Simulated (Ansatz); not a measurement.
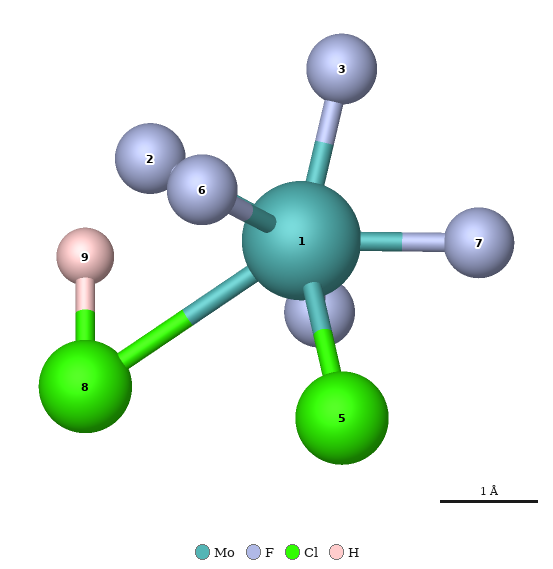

*The structure as given in the input (ball-and-stick view, seen at a tilt; atoms are numbered from 1 in the order of the input). Sticks mark near contacts.*

Run report: MoHCl₂F₅, frequency calculation

- system: MoHCl₂F₅
- method: RKS B3LYP-D4/def2-SVP (Ansatz 0.2.0)

It belongs to a series of runs on one base structure; here: vibrations at the highest image of the band. Figures and captions count atoms from 1; the log counts them from 0 in places.

**The program's output**
```
Engine: ansatz 0.2.0, aarch64-unknown-linux-gnu
Functional definition: B3LYP
  parameter a0 = 0.2
  parameter ax = 0.72
  parameter ac = 0.81
  exchange = (1 - a0 - ax)*slater_x + ax*b88_x + a0*exact_x
  correlation = (1 - ac)*vwn_rpa_c + ac*lyp_c
1463 factors; integrals over basis functions are off by at most 2.9e-4 eV
mean field evaluation 1: about -40473.4153 eV, gradient 8.9e1 eV
mean field evaluation 2: about -40249.7535 eV, gradient 3.3e2 eV
mean field evaluation 4: about -40487.1134 eV, gradient 3.3e1 eV
mean field evaluation 8: about -40488.9250 eV, gradient 3.9e-1 eV
mean field evaluation 16: about -40489.0251 eV, gradient 4.5e-3 eV
mean field -40489.02513464 eV, -1487.9442292511 hartree, gradient 7.4e-5 eV, S^2 0.000000; 0 other end points of the search recorded, 0 dependent functions left out
the calculation of the forces begins
reference -40489.02546600 eV, -1487.9442414283 hartree; 47, 47 occupied and 95, 95 virtual orbitals, 1463 factors
these checks for a lower state are left out or cut short: stability, starts, cluster_reference, orbital_swaps, neighbouring_geometries, increment
1463 factors; integrals over basis functions are off by at most 2.9e-4 eV
mean field -40489.02502624 eV, -1487.9442252676 hartree, gradient 2.1e-6 eV, S^2 0.000000; 0 other end points of the search recorded, 0 dependent functions left out
[... from here on the field's lines of each further geometry are left out, up to the last ...]
the calculation of the forces begins
reference -40489.02547213 eV, -1487.9442416534 hartree; 47, 47 occupied and 95, 95 virtual orbitals, 1463 factors
these checks for a lower state are left out or cut short: stability, starts, cluster_reference, orbital_swaps, neighbouring_geometries, increment
1463 factors; integrals over basis functions are off by at most 2.9e-4 eV
mean field -40489.02508931 eV, -1487.9442275852 hartree, gradient 3.0e-6 eV, S^2 0.000000; 0 other end points of the search recorded, 0 dependent functions left out
the calculation of the forces begins
reference -40489.02542067 eV, -1487.9442397624 hartree; 47, 47 occupied and 95, 95 virtual orbitals, 1463 factors
WARN: phonons: modes at or below zero, which the zero-point energy, F, S and C_V leave out: 1, the lowest at -549.15 cm⁻¹. A minimum has none, and a first-order saddle one
Total energy: -40489.52795918 eV, -1487.9627077120 hartree
Atom 0 at    -0.175315     0.080863    -0.076624 Å, force     0.008911     0.003313     0.000021 eV/Å
Atom 1 at     0.506111     0.732209     1.769425 Å, force     0.001912     0.004763    -0.001940 eV/Å
Atom 2 at     1.533831    -0.574002     0.036599 Å, force    -0.002047     0.001310     0.000422 eV/Å
Atom 3 at    -0.121346     1.890666    -0.299549 Å, force    -0.001672     0.000040    -0.001303 eV/Å
Atom 4 at    -2.169468    -0.392016    -1.132256 Å, force    -0.004513     0.002689     0.000517 eV/Å
Atom 5 at    -0.577577    -1.408415     0.914943 Å, force    -0.001348    -0.002121    -0.000679 eV/Å
Atom 6 at     0.347550     0.027787    -1.844267 Å, force     0.000496    -0.003895     0.002099 eV/Å
Atom 7 at    -2.040054     1.043240     1.671353 Å, force    -0.000105    -0.000196    -0.002256 eV/Å
Atom 8 at    -0.630433     1.048269     2.114376 Å, force    -0.001634    -0.005902     0.003118 eV/Å
Dipole moment:    -0.208693     0.060737     0.068168 e Å
Vibrations: -549.15 86.05 107.48 166.14 195.25 235.09 238.18 260.95 303.22 317.93 322.01 360.01 411.23 507.60 607.39 672.74 712.78 737.84 751.19 827.83 1441.35 cm⁻¹, zero-point energy 0.574187 eV
```

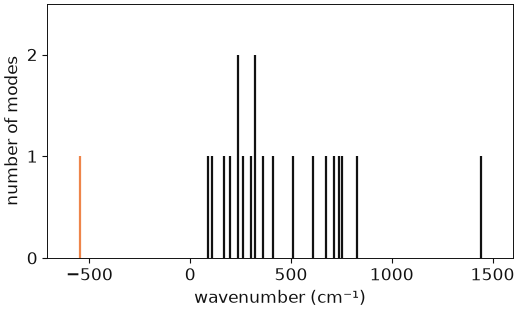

*Harmonic vibrational wavenumbers from the force constants; neighbouring modes closer than 9 cm⁻¹ are counted in one stick, and imaginary ones are drawn at negative wavenumbers.*

21 modes from 549i to 1441 cm⁻¹, 1 imaginary beyond 8i (549i cm⁻¹): a first-order saddle point, if the geometry is stationary.

The run was set up as follows.

**The input**
```yaml
crystal:
  periodic: [false, false, false]
  atoms:
    - { symbol: Mo, position_ang: [-0.175315, 0.080863, -0.076624] }
    - { symbol: F, position_ang: [0.506111, 0.732209, 1.769425] }
    - { symbol: F, position_ang: [1.533831, -0.574002, 0.036599] }
    - { symbol: F, position_ang: [-0.121346, 1.890666, -0.299549] }
    - { symbol: Cl, position_ang: [-2.169468, -0.392016, -1.132256] }
    - { symbol: F, position_ang: [-0.577577, -1.408415, 0.914943] }
    - { symbol: F, position_ang: [0.34755, 0.027787, -1.844267] }
    - { symbol: Cl, position_ang: [-2.040054, 1.04324, 1.671353] }
    - { symbol: H, position_ang: [-0.630433, 1.048269, 2.114376] }
basis:
  gaussian: { orbitals: def2-SVP }
hamiltonian:
  xc: b3lyp
  dispersion: d4
phonons: {}
```

Launched with:
```bash
ansatz run input.yaml --threads 4 --pin off --max-ram 5120MiB --backend cpu --events-out ev --progress --plain --runs-dir out
```

**Summary**

```json
{"quantity": "outcome", "value": "converged"}
{"quantity": "total energy", "value": "−40489.5280 eV"}
{"quantity": "mean-field energy", "value": "−40489.0255 eV"}
{"quantity": "largest force (length of the vector)", "value": "0.010 eV/Å"}
{"quantity": "hardware", "value": "4 threads of Arm Neoverse V1, 24 GiB of memory available, shared host"}
{"quantity": "wall time", "value": "2.3 min (CPU time 8.7 min)"}
{"quantity": "peak memory", "value": "0.48 GiB"}
```

**Notes**

The run takes a singlet; with an open-shell metal another spin state may lie lower.
